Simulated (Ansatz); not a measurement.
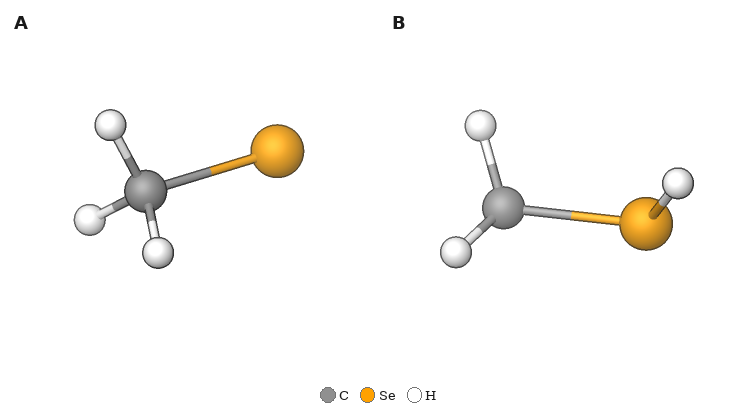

2 stationary structures of one formula. Charge −1, singlet. Geometries: PBE-D4/def2-SVPD. Electronic energies: PBE-D4/def2-SVPD (Ansatz 0.2.0), without zero-point energy. No frequency run is at hand to confirm each as a minimum.

### Which structure is the most stable?

A is lowest (C3v); B lies 189.7 kJ/mol above it (Cs).
